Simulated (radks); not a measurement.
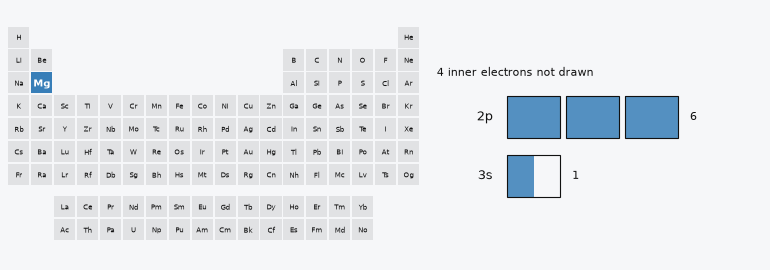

*Left, the place of magnesium in the periodic table; right, the outer shells as the input fills them: a box for each of the 2l + 1 orbitals, shaded by the share of the shell that is filled, with the electron count at the right.*

## Mg⁺: atomic calculation

The Mg⁺ ion in the configuration [Ne] 3s1 (high spin). Computed at this level: scalar-relativistic Kohn-Sham, PBEsol, spin-polarised, spherical densities, finite nucleus (the in-house radial solver radks).

## Input file
```
Z 12
configuration [Ne] 3s1
relativity scalar-relativistic
functional pbe_sol,pbe_sol
spin polarised
nucleus finite rms 3.057 fm
c 137.035999084
mixing 0.01
max_iterations 84
```

Energies in input and log are in hartree, lengths in bohr (the nuclear radius in fm).

Hardware: 1 thread of Arm Neoverse V1, 23 GiB of memory available, shared host.

The run was one of a batch that the task file lists, launched with:
```bash
python <driver script> task.json out
```

## The program's output
```
1s      1   1.0000         -46.51586371
2s      1   1.0000          -3.25649769
2p      1   3.0000          -2.04212970
3s      1   1.0000          -0.43682433
1s      2   1.0000         -46.51297835
2s      2   1.0000          -3.25141312
2p      2   3.0000          -2.03638154
3s      2   0.0000          -0.36339579
Etot -199.5632648160533
Ekin 199.75912897848752
Encl -475.73050595348116
Eh 92.11760525922844
Exc -15.709493100288118
err 2.2667183165931923e-09
it 24
```

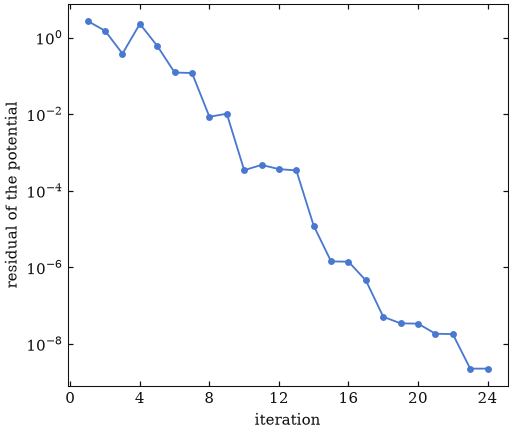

*Convergence: residual of the potential against the iteration.*

The residual comes down, with one marked jump up, by a factor of about 6, at step 4. It goes from 2.7 to 2.3×10⁻⁹ in 24 steps.

## What the run reported

- outcome: converged
- total energy: −199.563265 hartree
- kinetic energy: 199.759129 hartree
- electron–nucleus energy: −475.730506 hartree
- Hartree energy: 92.117605 hartree
- exchange–correlation energy: −15.709493 hartree
- radius at density 0.001 e/bohr³: 3.80 bohr
- SCF iterations: 24

## What is odd here

A numerical setting was moved from its usual value: mixing factor beta = 0.01. The program ran to the end, and its total energy equals that of the same run with the usual input (−199.56326 hartree) within 10⁻⁵ hartree, so the oddity leaves no trace in it.
